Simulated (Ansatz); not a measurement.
Band structure of Ti2Sn (P6_3/mmc, 6 atoms in the cell).

```xyz
6
Lattice="4.7354 0.0000 0.0000 -2.3677 4.1009 0.0000 0.0000 0.0000 5.6189" Properties=species:S:1:pos:R:3 pbc="T T T"
Ti     2.3677     1.3670     1.4047
Ti     0.0000     2.7340     4.2141
Ti     0.0000     0.0000     0.0000
Ti     0.0000     0.0000     2.8094
Sn     2.3677     1.3670     4.2141
Sn     0.0000     2.7340     1.4047
```

Method: PBEsol, PAW files made with PBE (plane waves; Ansatz, an electronic-structure program).

Settings: kpoints.mp_grid.grid = 7 7 5; hamiltonian.xc = pbesol; hamiltonian.pseudopotentials = {kind: paw} (the program's default PAW files); scf.occupations.method = fermi_dirac; scf.occupations.width = 0.1 eV; kpoints.band_path.npoints = 8.

The starting cell comes from a database of computed structures (which also holds hypothetical and non-ambient phases and stackings), without a prior relaxation at this level. Spin polarisation is off.

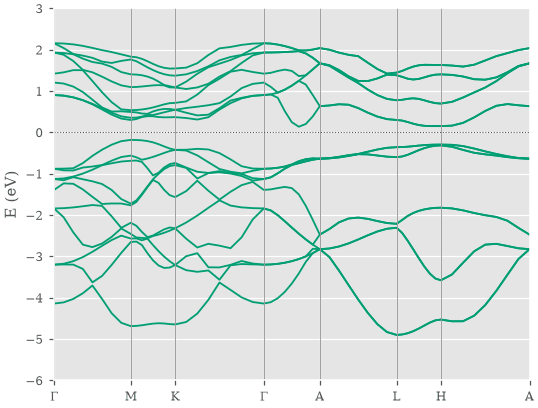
Figure. Bands along the path, energies from the Fermi level.

Levels in eV from the Fermi level, bands 35 to 42:
```tsv
point	35	36	37	38	39	40	41	42
Γ	-1.13	-1.13	-0.88	-0.88	0.91	0.91	1.21	1.42
M	-1.72	-0.68	-0.56	-0.18	0.30	0.36	0.50	0.54
K	-0.79	-0.74	-0.42	-0.42	0.37	0.55	0.55	0.72
A	-0.63	-0.63	-0.63	-0.63	0.64	0.64	1.67	1.67
L	-0.60	-0.60	-0.36	-0.36	0.30	0.30	0.78	0.78
H	-0.31	-0.31	-0.29	-0.29	0.15	0.15	0.70	0.70
```

Keys are those of Ansatz 0.2.
